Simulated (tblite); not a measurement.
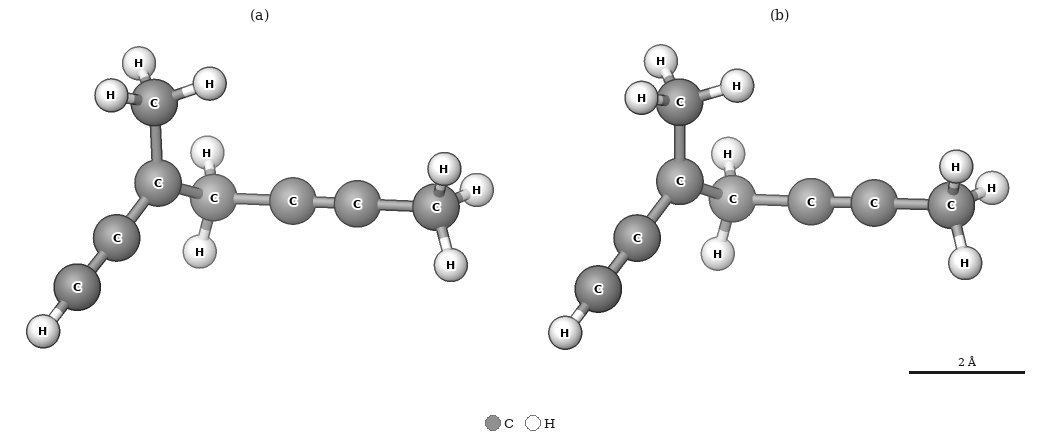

The structure of C$_{8}$H$_{9}$ (multiplicity 2) before (left) and after (right) a relaxation, at one scale.

The picture is a ball-and-stick view, seen face on.

These are results of GFN2-xTB geometry optimisation, gas phase (tblite 0.8.0), not measurements. 

**What changed between the two?**

Over 69 geometry steps the energy falls by 3.59 kcal/mol. An H atom moves most after the best rigid fit: 0.20 Å. Largest moves by element: H 0.20 Å, C 0.09 Å. Near-neighbour distances that change, for instance: C–C 1.304 → 1.363 Å, C–H 1.063 → 1.048 Å, C–C 1.515 → 1.501 Å, C–C 1.462 → 1.448 Å. Among the angles between lasting bonds that change: C–C–C 179.7° → 176.4°, H–C–H 106.0° → 108.9°, C–C–C 115.5° → 118.2°. The run took 0.33 s on 1 thread of Arm Neoverse V2 (shared host).
